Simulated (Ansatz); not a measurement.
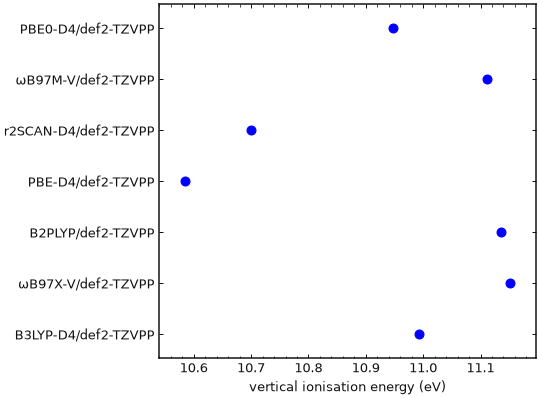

Vertical ionisation energy of C₅H₁₂, SMILES CC(C)(C)C, taken as the energy of the cation less that of the neutral at fixed geometry (unrestricted doublet cation, cores frozen in correlated methods, no spin-orbit coupling), the Ansatz code 0.2.0, at a PBE0-D4/def2-TZVP geometry (no frequency check).

Q: What range do the values span?

A: From 10.58 eV (PBE-D4/def2-TZVPP) to 11.15 eV (ωB97X-V/def2-TZVPP).

Q: Give the values.

A:
```
               level     eV
  PBE0-D4/def2-TZVPP  10.95
  ωB97M-V/def2-TZVPP  11.11
r2SCAN-D4/def2-TZVPP  10.70
   PBE-D4/def2-TZVPP  10.58
   B2PLYP/def2-TZVPP  11.14
  ωB97X-V/def2-TZVPP  11.15
 B3LYP-D4/def2-TZVPP  10.99
```
